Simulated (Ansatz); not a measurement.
The reference is Se (space group P3_121, No. 152; a = 4.5066 Å, c = 4.9888 Å; made of chains).

It is then changed as follows: cell and atoms relaxed at a pressure of 4.5 GPa.

Calculations: r2SCAN (Ansatz, an electronic-structure program, PAW, without spin-orbit coupling), earlier PAW set.

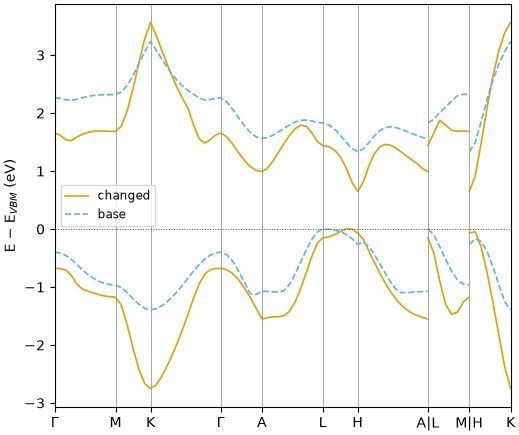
Figure. Highest valence and lowest conduction band along the path, each from its own valence-band maximum

From the figure, how large is the changed gap, and is it direct?

About 0.6 eV, indirect, L–H (67 % along) → H.

Load acts through the strain it causes; cell and atoms are relaxed under it. Stability against distortions was not tested. No dispersion term is included, though the crystal is made of layers, chains or molecules, so its spacings can come out too wide.
